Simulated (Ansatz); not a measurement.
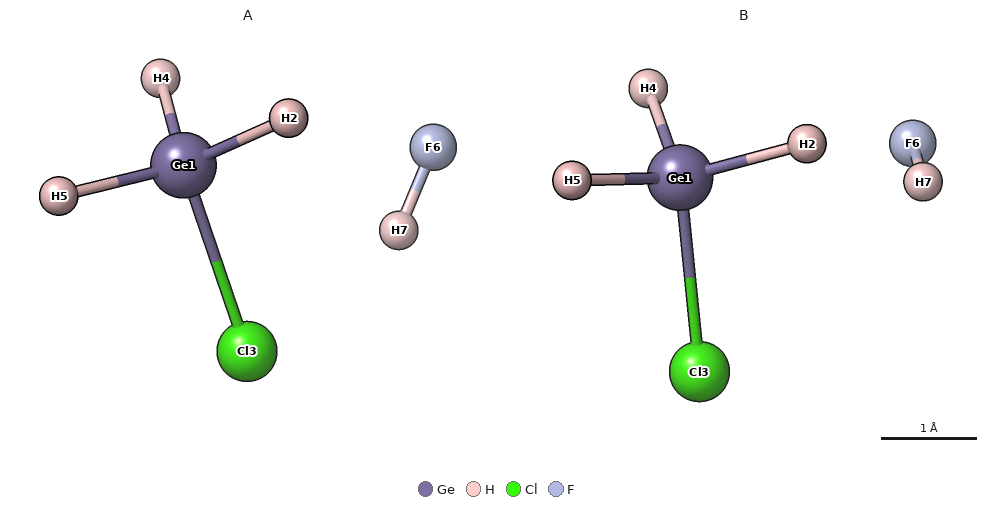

Two geometries of GeH$_{4}$ClF, drawn at one scale. One is the start of a relaxation, the other its converged end. The picture is a ball-and-stick view, seen at a tilt.

Computed with Ansatz, RKS PBE/def2-SVP. Settings: no spin polarisation; force threshold 0.03 eV/Å; at most 50 steps.

> Which of the two is the end point?

Structure A is the relaxed one. The run prepares an end point of a later path (reaction) calculation, from a guessed geometry. Over 10 accepted moves (11 points after the start) the energy falls by 24.9 kJ/mol. The largest force component goes from 0.42 to 0.027 eV/Å. The line search rejected the trial step at point 2 of the run. The atom that moves furthest after the best rigid fit is H7 (0.92 Å). By element the largest moves are H 0.92 Å, Cl 0.51 Å, F 0.20 Å, Ge 0.20 Å. Among the contacts that change: Ge1–Cl3 2.181 → 2.219 Å, F6–H7 0.932 → 0.948 Å, Ge1–H2 1.551 → 1.541 Å. Bond angles that change, for instance: H2–Ge1–H5 109.2° → 112.1°, Cl3–Ge1–H4 109.5° → 106.7°, Cl3–Ge1–H5 106.4° → 104.2°. The run took 17 s on 2 threads of Arm Neoverse V1 (shared host), peak memory 0.12 GiB.
